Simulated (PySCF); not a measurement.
H9NSi3, SMILES `[SiH3]N([SiH3])[SiH3]`.

Method: PBE/6-311+G**; geometry: GFN2-xTB; program: PySCF. No frequency check shows the geometry to be a minimum.

Input script:

```python
import numpy as np
from pyscf import gto, scf, dft, tdscf
from pyscf.scf import atom_ks, atom_hf
from scipy.linalg import block_diag

def solve(mol, dm0=None, hcore=None):
    mf = (dft.UKS if mol.spin else dft.RKS)(mol, xc='pbe')
    mf.grids.level = 3
    mf = mf.density_fit(auxbasis='def2-universal-jkfit')
    mf.conv_tol, mf.max_cycle = 1e-8, 80
    if hcore is not None:
        mf.get_hcore = lambda *args: hcore
    mf.kernel(dm0)
    if not mf.converged:
        mf = mf.newton().run(mf.mo_coeff, mf.mo_occ, max_cycle=30)
    assert mf.converged, 'SCF not converged'
    return mf

mol = gto.M(atom='''
Si     1.67659     0.46108    -0.01276
N      0.00033     0.00003     0.12861
Si    -1.23773     1.22120    -0.01269
Si    -0.43898    -1.68228    -0.01265
H      2.47439    -0.56744     0.65109
H      2.06327     0.56676    -1.42460
H      1.83589     1.75343     0.65110
H     -0.74555     2.42674     0.65101
H     -2.43622     0.71336     0.65119
H     -1.52360     1.50229    -1.42453
H     -0.54078    -2.07009    -1.42447
H     -1.72861    -1.85889     0.65119
H      0.60059    -2.46640     0.65114
''', basis='6-311+g**', charge=0, spin=0, verbose=4)
mf = solve(mol)
td = mf.TDA()
td.nstates, td.singlet, td.conv_tol = 4, True, 1e-5
td.kernel()
td.analyze()
x, y = np.array([p[0] for p in td.xy]), np.array([p[1] + 0 * p[0] for p in td.xy])
f, mu = td.oscillator_strength(), td.transition_dipole()
nto = [td.get_nto(state=i + 1, verbose=4) for i in range(len(td.e))]
# spherically averaged free atoms, for the promolecule
atm = atom_ks.get_atm_nrks(mol, xc='pbe')
pro = block_diag(*[(atm[a[0]][2] * atm[a[0]][3]) @ atm[a[0]][2].T for a in mol._atom])
np.savez('result.npz', e=td.e, f=f, ok=td.converged, w=[n[0] for n in nto], nto=[n[1] for n in nto], x=x, y=y, c=mf.mo_coeff, occ=mf.mo_occ, eps=mf.mo_energy, pro=pro, mu=mu)
```

Run with:

```sh
OMP_NUM_THREADS=1 python input.py
```

The run took 2.2 min on 1 thread of Intel(R) Xeon(R) Platinum 8488C (Sapphire Rapids), with other jobs on the host, peak memory 0.78 GiB.

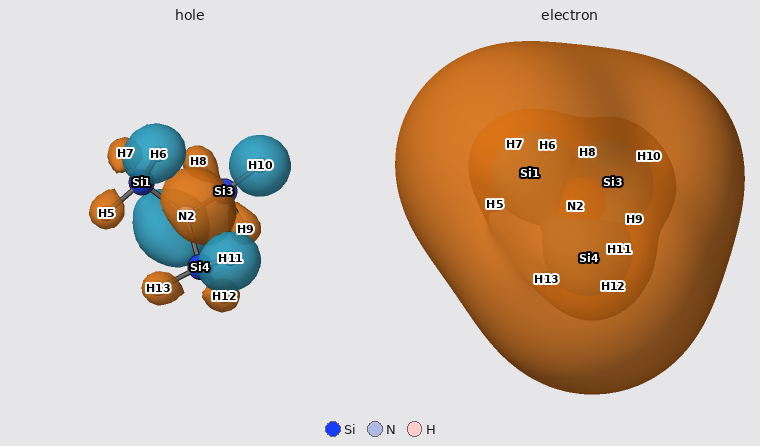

Leading natural transition orbital pair of S₂ (TDA singlet states); the surfaces enclose about 85 % of each orbital's density.

> Where does the state lie, and where do hole and electron sit?

5.95 eV (208 nm), f = 0.045, diffuse (Rydberg-like) orbital; the leading pair carries 100 %; hole on N2 (47 %), Si1, Si3 and Si4 (9 % each) and H6, H10 and H11 (6 % each), electron on Si1, Si3 and Si4 (19 % each) (atom shares of so diffuse an orbital are rough); their centroids lie 0.1 Å apart. In canonical orbitals it is mainly HOMO → LUMO+1 (99 %). The HOMO–LUMO gap is 4.98 eV.
